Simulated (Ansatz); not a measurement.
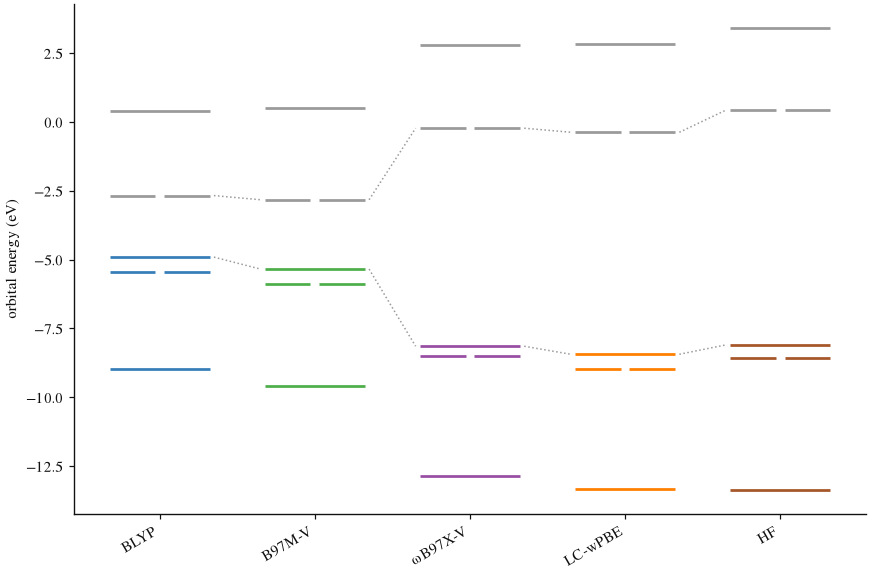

Frontier orbital energies (alpha spin) of Si₂, triplet at one geometry, def2-TZVPP, the Ansatz code 0.2.0, at a PBE0-D4/def2-TZVP geometry (a minimum by its frequencies). Empty levels are grey, levels within 0.1 eV stand side by side; all columns show the same few orbitals around the gap. Dotted lines join the HOMOs and the LUMOs. HOMO and LUMO mean the alpha set's.

Q: How do the frontier levels move from column to column?

A: The separation grows from 2.23 eV (BLYP) to 8.53 eV (HF).

```csv
level,HOMO (eV),LUMO (eV),separation (eV)
BLYP,−4.91,−2.68,2.23
B97M-V,−5.34,−2.83,2.52
ωB97X-V,−8.15,−0.23,7.92
LC-wPBE,−8.44,−0.37,8.06
HF,−8.10,0.43,8.53
```

Caveats, for all or some of the runs: empty levels above zero depend strongly on the basis; other spin states weren't compared here.
